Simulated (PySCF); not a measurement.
BeI (charge +1)

```xyz
2

Be    0.0000    0.0000   -1.9439
I     0.0000    0.0000    0.1381
```

Core potentials replace the inner electrons of I.

Level of theory: PySCF 2.14.0, PBE0/aug-cc-pVDZ(-PP), non-relativistic Hamiltonian with scalar-relativistic core potentials where named, at a bond length of 2.082 Å.

Q: What can the converged electron density and electron localisation function tell about the bonding?

A: Be–I (2.08 Å): ρ is about 0.8 e/Å³ halfway; the ELF peaks at about 0.80 in the valence shell of I, 1.2 Å from its nucleus, and is about 0.60 at the midpoint.

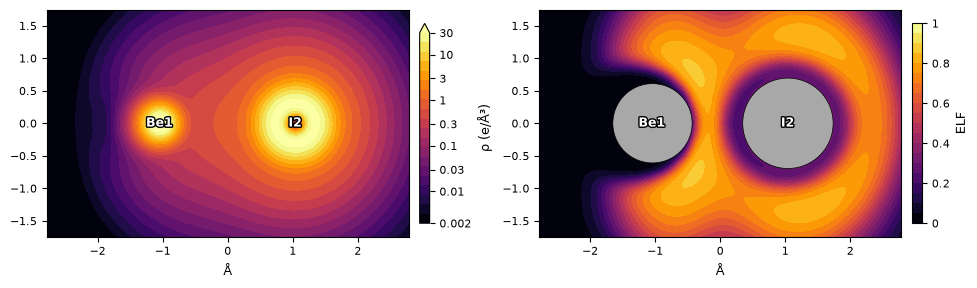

Computed electron density and electron localisation function on a plane that holds the molecular axis, in this order. Grey discs cover the atomic cores in the ELF map. 
